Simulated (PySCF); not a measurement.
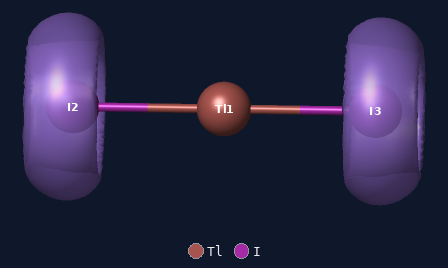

Figure 1: I2Tl (charge +1). Isosurface of the electron localisation function at 0.8 (purple), seen from one side. Only the valence region is drawn (cores and ρ < 0.01 e/Å³ removed).

Core potentials replace the inner electrons of Tl and I.

Method: RKS TPSS, Tl def2-SVP with ECP60, I def2-SVP with ECP28; non-relativistic Hamiltonian with scalar-relativistic core potentials where named; density fitting (PySCF).

### Identify the bonds, lone pairs and shells in this picture.

The ELF exceeds this value in two regions wrapped around I (the valence shell of each). Along the contacts the grid gives the following. Tl–I (2.65 Å): the ELF is about 0.45 at the midpoint and 0.20 at its lowest between the atoms.
